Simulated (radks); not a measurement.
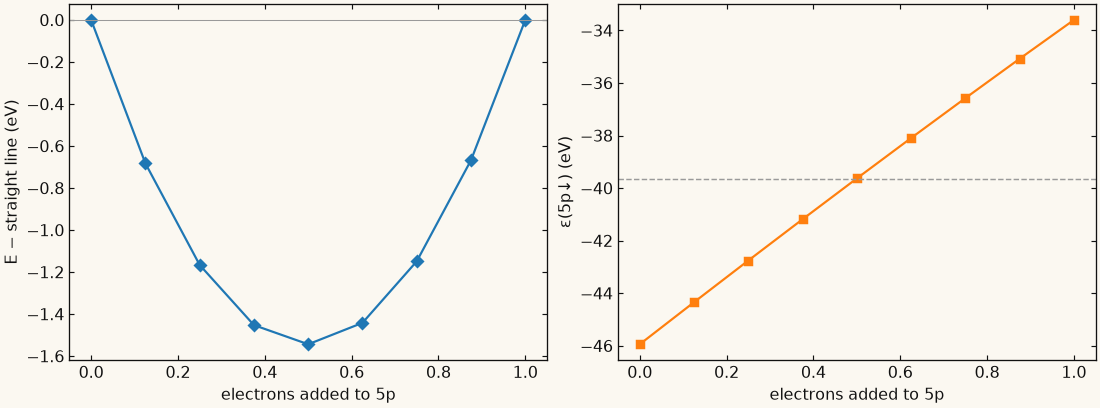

Method: scalar-relativistic Kohn-Sham, LDA (Slater exchange, Perdew-Wang correlation), spin-polarised, spherical densities, point nucleus; computed with the in-house radial solver radks. The occupation of the 5p shell is varied from Tm²⁺ ([Kr] 4d10 4f13 5s2 5p5 6s1 (high spin)) to Tm⁺ ([Xe] 4f13 6s1 (high spin)), with spherical fractional occupations. The plot shows the total energy less the straight line between the end points, and the eigenvalue of 5p↓ (the dashed line is minus the energy to take the whole electron out).

Question: What does the shape say about the method?

Answer: The curve is convex (below the straight line), with the largest deviation among the points computed, −1.54 eV, at 0.5. The end points differ by 39.6 eV, the energy to take the electron out. The eigenvalue, which is the slope of the energy (Janak's theorem), moves from −45.9 eV at 0 to −33.6 eV at 1; for a straight line it would stay constant, and a parabola would sag by an eighth of this change, scaled to a whole electron, 1.54 eV. Convexity is the mark of the delocalisation error, which puts fractional charges too low; for p, d and f shells the spherical spreading of the fraction adds to it. The shell lies under occupied ones, so the straight line is a guide here rather than an exact condition.
